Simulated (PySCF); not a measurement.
C3H6LiO, charge +1, SMILES `[Li+].CC(C)=O`.

PySCF calculation, CAM-B3LYP/def2-TZVP, gas phase; geometry: GFN2-xTB. GFN2-xTB bond lengths at metals and heavier atoms can be off by up to 0.1 Å and shapes distorted, which carries into these values.

Geometry (Å), atoms numbered from 1:

```
Li1      2.8062    0.0032   -0.0003
C2      -0.8705    1.2675   -0.0062
C3      -0.1023    0.0002    0.0001
C4      -0.8677   -1.2685    0.0061
O5       1.1342    0.0000    0.0001
H6      -0.2385    2.1107   -0.2793
H7      -1.7317    1.2040   -0.6669
H8      -1.2595    1.4408    0.9987
H9      -0.2338   -2.1104    0.2792
H10     -1.7290   -1.2070    0.6667
H11     -1.2562   -1.4428   -0.9988
```

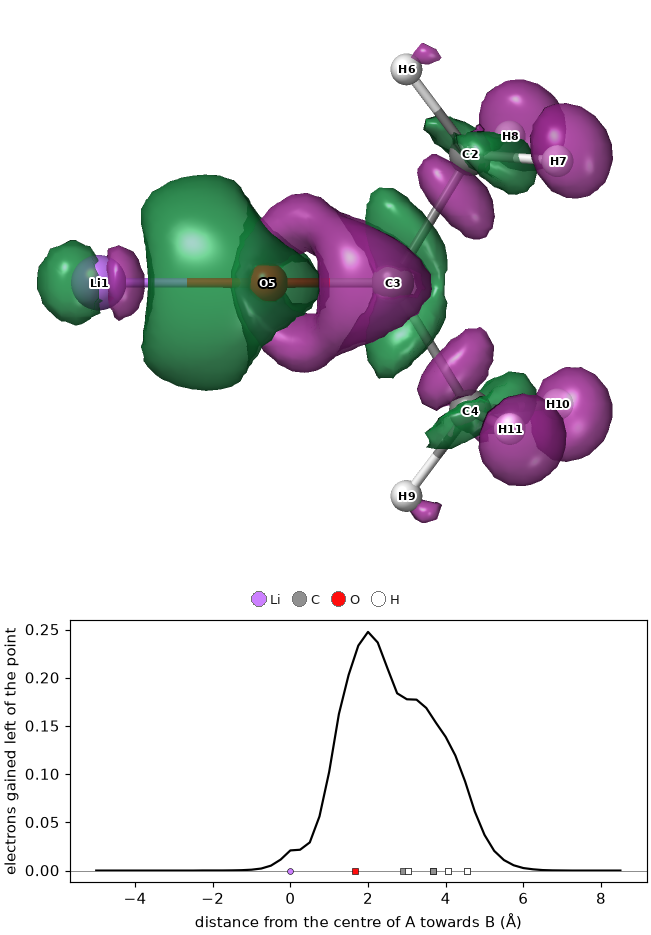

Density of the complex less the densities of the two fragments at the same geometry, ±0.015 e/Å³ (green: gain, purple: loss). Fragment A: Li(+1) (atom 1); fragment B: H6C3O. Below: the charge-displacement curve along the line of centres (A on the left).

How is the density rearranged on binding?

Hirshfeld charges show 0.050 e passing from B to A. By Hirshfeld charges, electrons gather most on O5 (−0.170 e) and leave C3 most (+0.048 e); 0.35 e is displaced in all.

What is the interaction energy, and which contacts carry it?

The counterpoise-corrected interaction energy of the frozen fragments is −49.9 kcal/mol without dispersion correction and −50.7 kcal/mol with D3(BJ). D3 uses neutral-atom coefficients and tends to overbind metal cations. The pair geometry is semi-empirical, not a minimum at this level. Contacts: Li1···O5, 1.67 Å, ρ = 0.056 a.u. The pose is a local one from a semi-empirical search, not shown to be the most stable.

The PySCF run took 61 s on 1 thread of Arm Neoverse V1 (shared host), peak memory 0.86 GiB.
